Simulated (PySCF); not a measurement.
The calculation's input:

```
{"job": {"kind": "nmr", "xc": "PBE0", "basis": "pcSseg-1"}, "charge": 0, "multiplicity": 1}
N     -2.250289     2.106519    -1.687611
C     -1.488996     1.441588    -1.149134
C     -0.546222     0.589386    -0.490466
C     -0.426224    -0.792568    -1.121297
O      0.209137    -1.712343    -0.284092
N      0.073595     1.007911     0.512522
Si     1.286702     0.353691     1.555001
H      0.197001    -0.703774    -2.018048
H     -1.423872    -1.135164    -1.432720
H     -0.348495    -1.894087     0.480237
H      2.255633    -0.589247     1.006142
H      1.950957     1.585437     1.975995
H      0.506684    -0.256862     2.635743
```

Run with:

```sh
OMP_NUM_THREADS=1 python probes_run.py task.json out
```

Geometry: GFN2-xTB.

Method: PBE0/pcSseg-1, SCF density, gas phase, non-relativistic in PySCF 2.14.0.

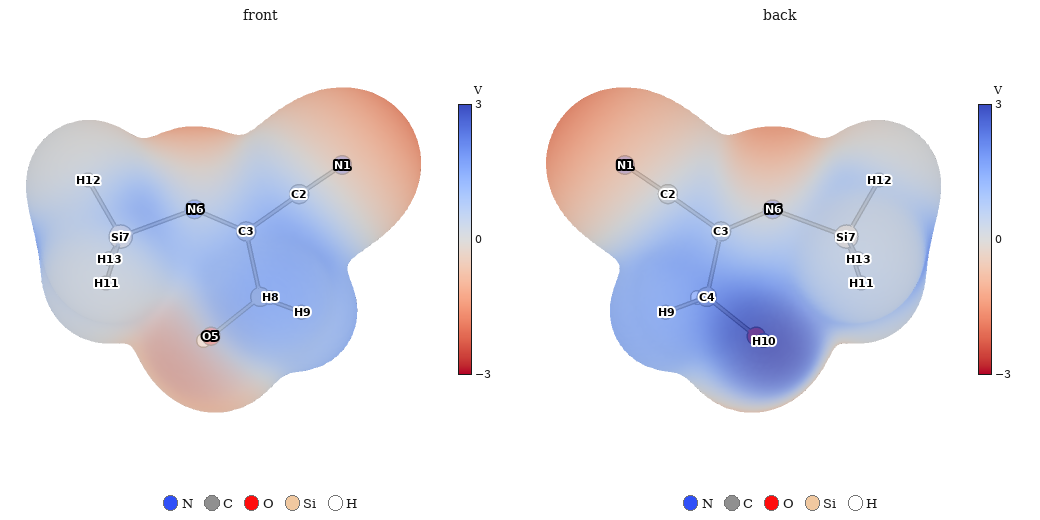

C3H6N2OSi (SMILES N#C/C(CO)=N/[SiH3]). The electrostatic potential painted on the density surface at 0.002 e/bohr³, seen from the front and from behind; red is negative and blue positive.

**Where is the surface potential most negative and most positive?**

The most negative region (about −1.6 V) lies over N1, the most positive (about +2.9 V) over H10. N1 is the likeliest acceptor of a hydrogen bond.
